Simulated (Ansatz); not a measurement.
System: CH2FI (SMILES FCI).

The calculation's input:

```
crystal:
  periodic: [false, false, false]
  atoms:
    - symbol: C
      position_ang: [0.115390, -0.669889, 1.309199]
    - symbol: F
      position_ang: [-0.904707, -1.566181, 1.432160]
    - symbol: I
      position_ang: [1.745560, -1.508033, 0.153663]
    - symbol: H
      position_ang: [0.519272, -0.435838, 2.289390]
    - symbol: H
      position_ang: [-0.228472, 0.206552, 0.768564]
basis:
  gaussian:
    orbitals: def2-TZVPD
total_charge: 0
magnetization:
  spin_polarized: false
  initial_magnetization: 0
hamiltonian:
  xc: {name: PBE0}
output: {forces: true, orbitals: {seedname: orbitals}}
```

Launched as:

```sh
ansatz run input.yaml --threads 2 --pin off --max-ram 4350MiB --events-out events.jsonl --progress --plain --runs-dir runs
```

Geometry: B3LYP-D4/def2-TZVP; core potentials replace the inner electrons of I.

These are results of Ansatz 0.2.0, isolated molecule in a Gaussian basis; Kohn-Sham density functional theory, functional PBE0, not measurements.

Predict the electron density and electron localisation function between the atoms.

Answer. C–F (1.36 Å): the density is about 2.2 e/Å³ at the midpoint, with its minimum of 1.7 e/Å³ about 0.5 Å from C; the ELF peaks at about 0.85 between the atoms: a polar covalent bond.
C–I (2.17 Å): the density is about 0.81 e/Å³ at the midpoint; the ELF peaks at about 0.90 between the atoms, as expected for a shared electron pair.

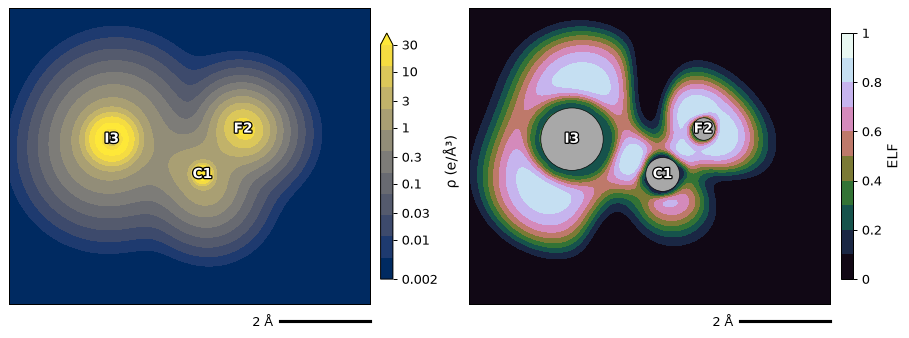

Computed electron density and electron localisation function on the plane of atoms F2, C1 and I3, in this order. Grey discs cover the atomic cores in the ELF map. 
